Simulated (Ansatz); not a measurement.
BClH$_{3}$NSi

The calculation's input:

```
crystal:
  periodic: [false, false, false]
  atoms:
    - { symbol: B, position_ang: [-0.75335, 1.3747, 0.2699] }
    - { symbol: "N", position_ang: [-0.04395, 0.21097, 0.06331] }
    - { symbol: Si, position_ang: [0.66833, -1.21309, -0.1139] }
    - { symbol: Cl, position_ang: [1.24415, -1.96247, -1.87497] }
    - { symbol: H, position_ang: [-1.92839, 1.34403, 0.24972] }
    - { symbol: H, position_ang: [-0.17581, 2.38074, 0.45393] }
    - { symbol: H, position_ang: [0.98902, -2.13488, 0.95199] }
basis:
  gaussian: { orbitals: def2-SVP }
hamiltonian:
  xc: b3lyp
  dispersion: d4
relax:
  f_tol: 0.02
  max_steps: 50
output:
  orbitals: {}
```

Launched as:

```sh
ansatz run input.yaml --threads 1 --pin off --max-ram 2048MiB --backend cpu --events-out ev --progress --plain --runs-dir out
```

The fields are those of the relaxed geometry.

All numbers below come from RKS B3LYP-D4/def2-SVP (Ansatz 0.2.0).

Predict the electron density and electron localisation function between the atoms.

B–N (1.38 Å): the density is about 2 e/Å³ at the midpoint; the ELF peaks at about 0.95 between the atoms; a shared but strongly polarised pair.
Si–N (1.58 Å): ρ is about 1.3 e/Å³ halfway; the ELF peaks at about 0.90 between the atoms: a polar covalent bond.
Si–Cl (2.05 Å): ρ is about 0.87 e/Å³ halfway; the ELF peaks at about 0.90 between the atoms; a polar covalent bond.
Si–H (1.47 Å): ρ at the midpoint is about 0.81 e/Å³; the ELF climbs to about 1 towards the hydrogen, as it does in any bond to H.

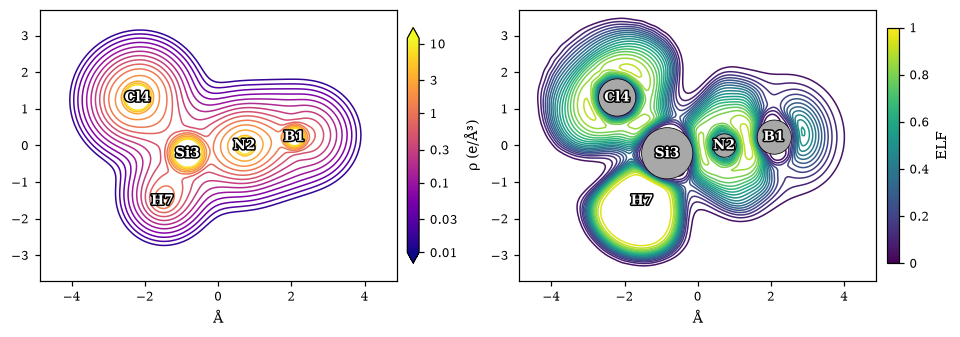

Computed electron density and electron localisation function on the plane of atoms Cl4, Si3 and H7, in this order. Grey discs cover the atomic cores in the ELF map. 
